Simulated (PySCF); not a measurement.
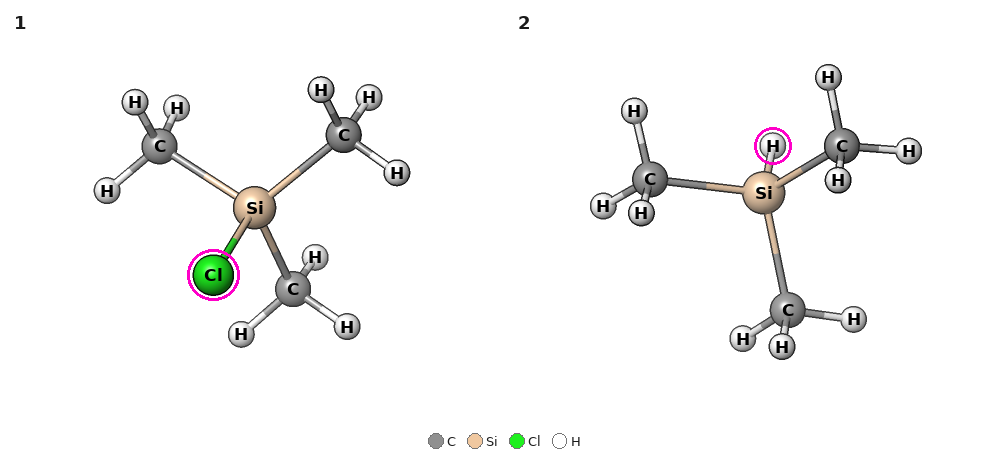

2 molecules with one skeleton, seen from the same side and at one scale; the atom that differs is circled. Charge 0, singlet. Computed geometries: PBE0-D3(BJ)/def2-SVP optimisations, one conformation each. Properties computed with PySCF 2.14.0.

One atom differs, called X below: Cl in panel 1, H in panel 2. Their formulas are C3H9ClSi (`C[Si](C)(C)Cl`), C3H10Si (`C[SiH](C)C`).

**In which is the HOMO–LUMO gap larger (PBE0/6-31G*)?**

In panel 2 (X = H).

**In which is the length of X–Si larger (PBE0-D3(BJ)/def2-SVP)?**

In panel 1 (X = Cl).

Give the values. With PBE0-D3(BJ)/def2-SVP: length of X–Si (Å), mean angle C–Si–X (°). With PBE0/6-31G*: dipole moment (D), HOMO energy (Kohn–Sham orbital) (eV), HOMO–LUMO gap (eV), Hirshfeld charge of X (e), GIAO shielding of the Si bonded to X (ppm).

```csv
quantity,1 (Cl),2 (H),2 − 1
length of X–Si (Å),2.094,1.501,−0.593
mean angle C–Si–X (°),107.0,108.8,+1.8
dipole moment (D),2.68,0.64,−2.04
HOMO energy (Kohn–Sham orbital) (eV),−8.21,−8.36,−0.15
HOMO–LUMO gap (eV),9.79,10.76,+0.97
Hirshfeld charge of X (e),−0.19,−0.10,+0.09
GIAO shielding of the Si bonded to X (ppm),374.5,428.0,+53.5
```
